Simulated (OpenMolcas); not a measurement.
# Nb⁴⁺ among point charges: CASSCF and CASPT2 levels and susceptibility

Aim: the splitting of the states of Nb⁴⁺ in the field of 5 point charges, its lowest levels with spin-orbit coupling and its magnetic susceptibility.

The numbers are computed with OpenMolcas 26.06 (state-averaged CASSCF and CASPT2, spin-orbit coupling by RASSI with atomic mean-field integrals), except any that are marked as measured or tabulated.

### 1 Starting point

```
Species                           : Nb⁴⁺ (niobium, Z = 41, 37 electrons)
Basis                             : ANO-RCC-VDZP [6s5p3d1f], 43 functions
Scalar Hamiltonian                : DKH2, point nucleus
Inactive shells                   : 1s 2s 2p 3s 3p 3d 4s 4p
Active space                      : 1 electron in 5 orbitals (4d)
Some configurations of this space : 4d
Orbitals                          : optimised for each spin and parity, averaged over all roots
```

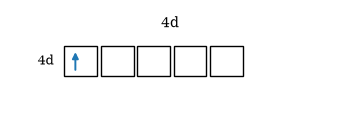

Outer shells as boxes.

The ion sits among 5 point charges of -2 e arranged as a square pyramid (C4v), 2.1 Å from the ion, with the axial distance 2.289 Å.

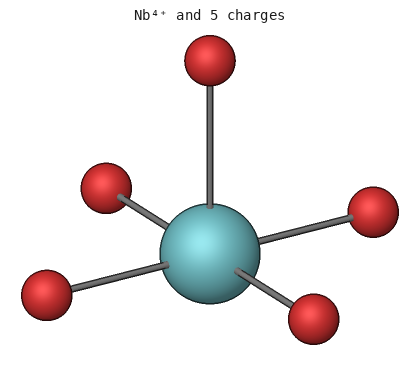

The ion and the point charges (red).

The work runs as a chain of OpenMolcas steps in one folder; each step below is one input file. Labels, J, g values, rates, χT and fits are worked out afterwards by a script from the matrices that RASSI stores.

### 2 Basis and integrals

Contents of a.inp:

```
&GATEWAY
Coord
1

Nb 0.0 0.0 0.0
Basis=ANO-RCC-VDZP
Group=NoSym
NoMove
AngMom=0.0 0.0 0.0
AMFI
XField
5 Angstrom 0
2.100000 0.000000 0.000000 -2.000000
0.000000 2.100000 0.000000 -2.000000
-2.100000 0.000000 0.000000 -2.000000
0.000000 -2.100000 0.000000 -2.000000
0.000000 0.000000 2.289000 -2.000000
&SEWARD
```

On the command line:

```bash
$ OMP_NUM_THREADS=1 MOLCAS_MEM=1689 MOLCAS_PROJECT=a pymolcas a.inp > a.log
```

The program printed:

```text
Basis set label: NB.ANO-RCC...6S5P3D1F.

      Electronic valence basis set:
      ------------------
      Associated Effective Charge  41.000000 au
      Associated Actual Charge     41.000000 au
      Nuclear Model: Point charge

      Shell  nPrim  nBasis  Cartesian Spherical Contaminant
         s      21       6        X
         p      18       5        X
         d      13       3                 X
         f       6       1                 X
                  Relativistic Douglas-Kroll-Hess integrals:
                    - DKH order of Hamiltonian: 2
                    - DKH order of Properties : 0
                  Atomic mean-field integrals
```

### 3 CASSCF: doublets, 5 roots

Contents of a.inp:

```
&RASSCF
FileOrb=start.orb
Symmetry=1
Spin=2
nActEl=1 0 0
Inactive=18
Ras2=5
CIRoot=5 5 1
SDav=5
CIMx=300
Iter=120 100
PrWF=0.3
OrbListing=Nothing
MaxOrb=0
>>> COPY $Project.JobIph JOB001
```

start.orb holds the contracted functions of the basis, ordered by shell, or the orbitals of the step before.

The program printed (excerpt; [...] marks lines left out):

```text
[...]
      Number of active orbitals                  5
[...]
      Spin quantum number                      0.5
[...]
      Active orbitals                            5
[...]
      Number of CSFs                             5
      Number of root(s) required                 5
[...]
      Convergence after 12 iterations
[...]
      Natural orbitals and occupation numbers for root  1
      sym 1:   1.000000   0.000000   0.000000   0.000000   0.000000
      Natural orbitals and occupation numbers for root  2
      sym 1:   0.000000  -0.000000   0.000000   1.000000   0.000000
      Natural orbitals and occupation numbers for root  3
      sym 1:   0.000000   1.000000   0.000000  -0.000000   0.000000
::    RASSCF root number  1 Total energy:  -3823.84435248
::    RASSCF root number  2 Total energy:  -3823.82227500
::    RASSCF root number  3 Total energy:  -3823.82227500
::    RASSCF root number  4 Total energy:  -3823.77887406
::    RASSCF root number  5 Total energy:  -3823.72935296
```

### 4 State interaction with spin-orbit coupling

Contents of a.inp:

```
&RASSI
NrOfJobIphs=1 5
1 2 3 4 5
IphNames
JOB001
EJob
SpinOrbit
DIPRint=1.0
SOCoupling=1000.0
Subsets=2
Property=9
'ANGMOM' 1 'ANGMOM' 2 'ANGMOM' 3 'MLTPL  1' 1 'MLTPL  1' 2 'MLTPL  1' 3
'AMFI' 1 'AMFI' 2 'AMFI' 3
SOProperty=3
'ANGMOM' 1 'ANGMOM' 2 'ANGMOM' 3
```

On the command line:

```bash
$ OMP_NUM_THREADS=1 MOLCAS_MEM=1689 MOLCAS_PROJECT=a pymolcas a.inp > a.log
```

The program printed (excerpt; [...] marks lines left out):

```text
SPIN-FREE ENERGIES:
  (Shifted by EMIN (a.u.) =      -3823.8443524823)
 SF State       Relative EMIN(au)   Rel lowest level(eV)    D:o, cm**(-1)      L_eff
     1             0.0000000000        0.0000000000              0.0000         1.8
     2             0.0220774850        0.6007589708           4845.4479         1.9
     3             0.0220774850        0.6007589708           4845.4479         1.9
     4             0.0654784241        1.7817586887          14370.8530         2.0
     5             0.1149995193        3.1292963366          25239.4771         2.0
     Dipole printing threshold changed to   1.00000000E+00
[...]
Eigenvalues of complex Hamiltonian:
   -----------------------------------
  (Shifted by EMIN (a.u.) =      -3823.8443524823)
 SO State       Relative EMIN(au)   Rel lowest level(eV)    D:o, cm**(-1)     J-value
     1            -0.0005822974        0.0000000000              0.0000         1.7
     2            -0.0005822974        0.0000000000              0.0000         1.7
     3             0.0210159920        0.5877193948           4740.2766         1.9
     4             0.0210159920        0.5877193948           4740.2766         1.9
     5             0.0235311563        0.6561605037           5292.2914         1.7
     6             0.0235311563        0.6561605037           5292.2914         1.7
     7             0.0653793915        1.7949089947          14476.9174         1.2
     8             0.0653793915        1.7949089947          14476.9174         1.2
     9             0.1152886708        3.1530096718          25430.7380         1.2
    10             0.1152886708        3.1530096718          25430.7380         1.2
Weights of the five most important spin-orbit-free states for each spin-orbit state.
[...]
```

These steps: 1.8 s of run time, 1 thread of Intel Xeon Platinum 8488C (Sapphire Rapids), shared host.

States without spin-orbit coupling:

```
  state  degeneracy  E (cm-1)  free-ion L (%)
doublet           1         0         D (100)
doublet           2      4845         D (100)
doublet           1     14371         D (100)
doublet           1     25239         D (100)
```

With spin-orbit coupling:

```
E (cm-1)  Degeneracy  2S+1               g
     0.0           2     2  1.23 1.23 1.95
    4740           2     2  0.05 0.77 0.77
    5292           2     2  0.07 0.07 3.99
   14477           2     2  1.46 2.13 2.13
   25431           2     2  2.05 2.05 2.54
```

Principal g values are given for doublets only; a zero marks a field direction without first-order Zeeman splitting.

Powder χT (cm³ K/mol): 0.21 at 2 K, 0.21 at 5 K, 0.22 at 10 K, 0.22 at 20 K, 0.22 at 50 K, 0.23 at 100 K, 0.24 at 150 K, 0.25 at 200 K, 0.26 at 250 K, 0.26 at 300 K.

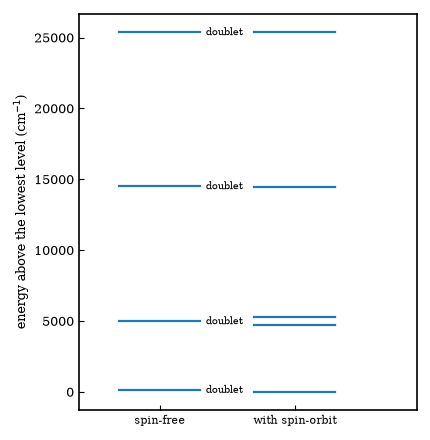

The states in the field without (left) and with (right) spin-orbit coupling.

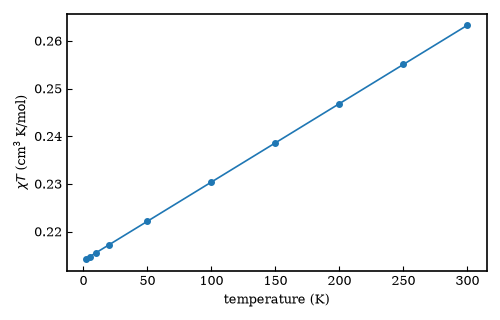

χT against temperature.

Orbitals of the lowest block (energies include the constant potential of the surroundings):

```
shell     space  energy (hartree)  mean occupation  ⟨r²⟩ (bohr²)
   1s  inactive         -700.5365            2.000       0.00172
   2s  inactive         -100.1240            2.000        0.0292
   2p  inactive          -89.1397            6.000        0.0231
   3s  inactive          -17.2916            2.000         0.222
   3p  inactive          -13.5913            6.000         0.228
   3d  inactive           -7.5203           10.000         0.224
   4s  inactive           -1.8793            2.000          1.51
   4p  inactive           -0.7629            6.000          1.80
   4d      RAS2                              1.000          3.87
```

### 5 CASPT2: IPEA 0.25, imaginary shift 0.1 (closed shells correlated: 4s 4p)

Contents of a.inp:

```
>>> COPY JOB001 $Project.JobIph
&CASPT2
Multistate=5 1 2 3 4 5
NoMult
Frozen=14
IPEA=0.25
Imaginary=0.1
MaxIter=60
WThr=0.0 0.3 0.05
PrWF=0.5
NoMix
```

On the command line:

```bash
$ OMP_NUM_THREADS=1 MOLCAS_MEM=1689 MOLCAS_PROJECT=a pymolcas a.inp > a.log
```

The program printed:

```text
Orbital specifications:
      -----------------------

      Symmetry species                           1
                                                 a
      Frozen orbitals                           14
      Inactive orbitals                          4
      Active orbitals                            5
      Secondary orbitals                        20
      Deleted orbitals                           0
      Number of basis functions                 43
Type of calculation                        SS-CASPT2
      Fock operator                              state-specific
      IPEA shift                                 0.25
      Real shift                                 0.00
      Imaginary shift                            0.10
      The input orbitals will be transformed to quasi-canonical
Reference energy:       -3823.8443524823
      E2 (Non-variational):      -0.1523873247
      Shift correction:          -0.0000907632
      E2 (Variational):          -0.1524780879
      Total energy:           -3823.9968305702
      Residual norm:              0.0000000535
      Reference weight:           0.96529
      Contributions to the CASPT2 correlation energy
      Active & Virtual Only:          0.0000000002
      One Inactive Excited:          -0.0295781403
      Two Inactive Excited:          -0.1228091847
Reference energy:       -3823.8222749973
      E2 (Non-variational):      -0.1508678971
      Shift correction:          -0.0000883254
      E2 (Variational):          -0.1509562225
      Total energy:           -3823.9732312198
      Residual norm:              0.0000007210
      Reference weight:           0.96579
      Contributions to the CASPT2 correlation energy
      Active & Virtual Only:         -0.0000000002
      One Inactive Excited:          -0.0320773695
      Two Inactive Excited:          -0.1187905274
::    CASPT2 Root  1     Total energy:  -3823.99683057
::    CASPT2 Root  2     Total energy:  -3823.97323122
::    CASPT2 Root  3     Total energy:  -3823.97323122
::    CASPT2 Root  4     Total energy:  -3823.93015671
::    CASPT2 Root  5     Total energy:  -3823.88042947
```

This run took 0.52 s in all on 1 thread of Intel Xeon Platinum 8488C (Sapphire Rapids), shared host.

SS-CASPT2: lowest energy less the reference's lowest, -0.1525 hartree; reference weights 0.965 to 0.966.

States without spin-orbit coupling:

```
  state  degeneracy  E (cm-1)  free-ion L (%)
doublet           1         0         D (100)
doublet           2      5179         D (100)
doublet           1     14633         D (100)
doublet           1     25547         D (100)
```

With spin-orbit coupling:

```json
{"E (cm-1)": "0", "Degeneracy": "2", "2S+1": "2", "g": "1.29 1.29 1.96"}
{"E (cm-1)": "5060", "Degeneracy": "2", "2S+1": "2", "g": "0.04 0.72 0.72"}
{"E (cm-1)": "5620", "Degeneracy": "2", "2S+1": "2", "g": "0.08 0.08 3.99"}
{"E (cm-1)": "14730", "Degeneracy": "2", "2S+1": "2", "g": "1.46 2.13 2.13"}
{"E (cm-1)": "25730", "Degeneracy": "2", "2S+1": "2", "g": "2.05 2.05 2.53"}
```

Powder χT (cm³ K/mol): 0.22 at 2 K, 0.22 at 5 K, 0.22 at 10 K, 0.23 at 20 K, 0.23 at 50 K, 0.24 at 100 K, 0.25 at 150 K, 0.25 at 200 K, 0.26 at 250 K, 0.27 at 300 K.

### 6 The methods side by side

A. CASSCF
B. SS-CASPT2, IPEA 0.25, imaginary shift 0.1 (closed shells correlated: 4s 4p)

```
method  ground state  first state of that spin (cm-1)  first gap with spin-orbit (cm-1)  χT at 300 K
     A       doublet                     doublet 4845                            4740.3         0.26
     B       doublet                     doublet 5179                            5057.4         0.27
```

### 7 Outcome

| quantity | value |
| --- | --- |
| method | SS-CASPT2, IPEA 0.25, imaginary shift 0.1 (closed shells correlated: 4s 4p) |
| spin-free ground state | doublet, 1-fold in its orbital part |
| first state of the same spin within the active space | doublet at 5180 cm⁻¹ |
| lowest level | 2-fold, g = 1.29, 1.29, 1.96 |
| next level | 5057.4 cm⁻¹ |
| χT at 300 K | 0.27 cm³ K/mol |
| effective moment at 300 K | 1.47 μB |

Cost by method:

```
                                              method  time of its own steps  time with the reference
                                           A. CASSCF                  1.8 s                    1.8 s
B. SS-CASPT2, IPEA 0.25, imaginary shift 0.1, +4s 4p                 0.52 s                    2.3 s
```

Times are of one thread on a shared host.

**Reading.** The spin-free ground state (doublet) comes to 100 % from free-ion D terms and keeps the highest spin of the shell. χT at 300 K is 0.27, against 0.38 cm³ K/mol for the spin alone, so orbital moment lowers it. The field of point charges can differ much from that of real complexes. Point charges carry no covalency, so the field is a model and not that of real ligands.
